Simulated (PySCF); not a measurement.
SMILES CC[CH]CCC, doublet at its GFN2-xTB optimised geometry (Å):

```
19

C     -1.4941    -2.1059    -1.3658
C      0.0425    -2.0340    -1.2565
C      0.5422    -0.6424    -1.2549
C      0.8623     0.0962    -0.0146
C      0.2933     1.5237     0.0000
C     -1.2295     1.5237     0.0000
H     -1.9548    -1.6092    -0.5157
H     -1.8300    -1.6168    -2.2771
H     -1.8227    -3.1426    -1.3853
H      0.3453    -2.5414    -0.3370
H      0.4621    -2.5816    -2.1067
H      0.6166    -0.1189    -2.1937
H      0.4912    -0.4558     0.8529
H      1.9548     0.1796     0.1012
H      0.6578     2.0612    -0.8778
H      0.6589     2.0452     0.8875
H     -1.6043     1.0106    -0.8825
H     -1.6107     1.0133     0.8823
H     -1.6135     2.5414     0.0000
```

Computed with unrestricted CAM-B3LYP/def2-SVP (PySCF).

Map of the HOMO−1 amplitude (α) (bohr^(-3/2)) on the plane z = 1.0 Å; orbital energy -10.43 eV, overall sign arbitrary:

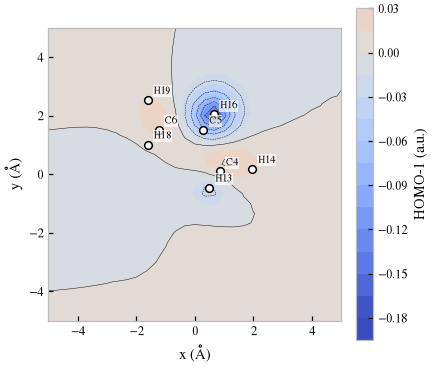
HOMO−1 amplitude (α) (bohr^(-3/2)) on the plane z = 1.0 Å.
